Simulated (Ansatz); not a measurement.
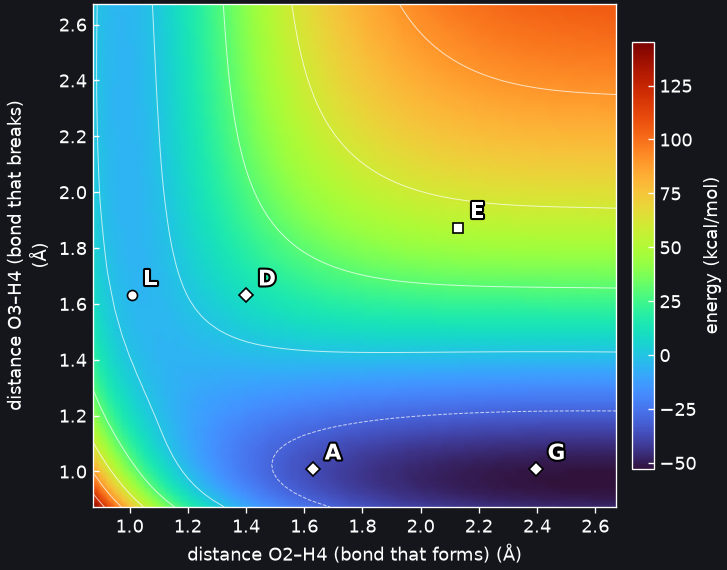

The reacting system H4O4Si. 
- Coordinates scanned: (1) distance O2–H4 (bond that forms); (2) distance O3–H4 (bond that breaks).
- Relaxed at each point: all other coordinates.
- Grid: 9 × 9 points.
- Points are written as (first, second).
- Energies are in kcal/mol, from a guessed transition structure relaxed with its forming and breaking bonds held.
- The reference is spin-restricted, so regions where a bond is pulled apart into radicals lie too high.
- These are results of RKS PBE0-D4/def2-SVP in Ansatz 0.2.0, not measurements.

Drawn: a smooth colour map with a few white contour lines, lettered points. Between grid points the surface is interpolated.

### What kind of point is each of D, E: minimum, saddle, maximum or slope?

D: on a slope; E: on a slope. (In these two coordinates alone; a stationary point may lie a little off the grid point.)

### Rank the lettered points by energy, lowest first.

G (−52 kcal/mol), A (−37 kcal/mol), L (−4.4 kcal/mol), D (10 kcal/mol), E (51 kcal/mol).
